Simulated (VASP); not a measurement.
Band structure of WS2. These are r2SCAN meta-GGA, VASP's PBE PAW potentials (set 64) (plane waves; VASP 6.6.1) values and carry that method's errors.

The cell holds a wide vacuum, so values per volume refer to the whole cell. The path is coarsely sampled, so an indirect gap can come out somewhat too large. Unless said otherwise, spin-orbit coupling is left out, though it shifts the bands of the heavy elements here.

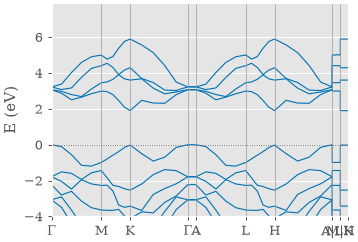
Figure. Bands along high-symmetry lines, zero at the valence-band maximum or, without a gap, the Fermi level

### Question
Read the plot: is there a gap, and where are the band edges?

### Answer
The gap is indirect, 1.90 eV, from the valence maximum at Γ to the conduction minimum at H-K at 0.40.

The cell is a sheet with vacuum, built from a database entry that may be metastable or hypothetical.
